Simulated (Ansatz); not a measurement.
System: ClGeH$_{3}$···PH$_{3}$.

Input file:

```
crystal:
  periodic: [false, false, false]
  atoms:
    - { symbol: Ge, position_ang: [-0.060803, 0.138083, -0.030281] }
    - { symbol: H, position_ang: [-0.179779, 0.074402, 1.510391] }
    - { symbol: H, position_ang: [1.395066, -0.029121, -0.509376] }
    - { symbol: H, position_ang: [-0.68932, 1.437453, -0.603468] }
    - { symbol: Cl, position_ang: [-1.305373, -1.456158, -0.851832] }
    - { symbol: P, position_ang: [1.34287, -2.735005, 1.376765] }
    - { symbol: H, position_ang: [0.215593, -3.204347, 0.623317] }
    - { symbol: H, position_ang: [1.935047, -2.108667, 0.22773] }
    - { symbol: H, position_ang: [0.650499, -1.567541, 1.811456] }
basis:
  gaussian: { orbitals: def2-SVP }
hamiltonian:
  xc: pbe
relax:
  f_tol: 0.03
  max_steps: 50
output:
  orbitals: {}
```

Launched as:

```sh
ansatz run input.yaml --threads 2 --pin off --max-ram 3072MiB --backend cpu --events-out ev --progress --plain --runs-dir out
```

The fields are those of the run's last geometry, not of the input's.

Method: RKS PBE/def2-SVP (Ansatz 0.2.0).

Question: What will maps of the electron density and electron localisation function show?

Answer: Cl5···H7 (3.00 Å): the density falls to about 0.04 e/Å³ on the way; the ELF dips to about 0 between them; a non-bonded, intermolecular contact.
Ge–Cl (2.19 Å): the density is about 0.68 e/Å³ at the midpoint; the ELF peaks at about 0.85 in the valence shell of Cl, 0.8 Å from its nucleus, and is about 0.65 at the midpoint.
P–H (1.44 Å): ρ at the midpoint is about 1 e/Å³; the ELF climbs to about 1 towards the hydrogen, as it does in any bond to H.
Ge–H (1.55 Å): the density is about 1 e/Å³ at the midpoint; the ELF climbs to about 1 towards the hydrogen.

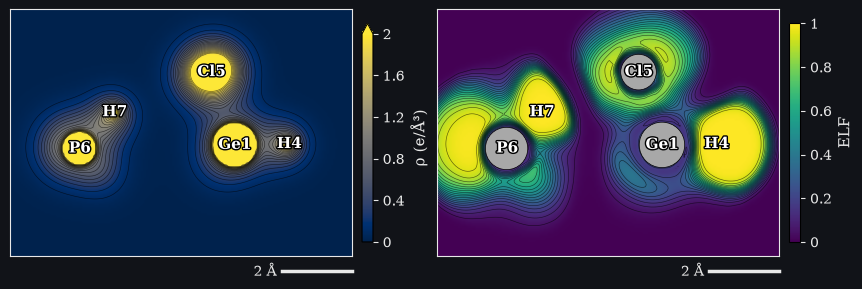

Computed electron density and electron localisation function on the plane of atoms H4, Ge1 and Cl5, in this order. Grey discs cover the atomic cores in the ELF map. 
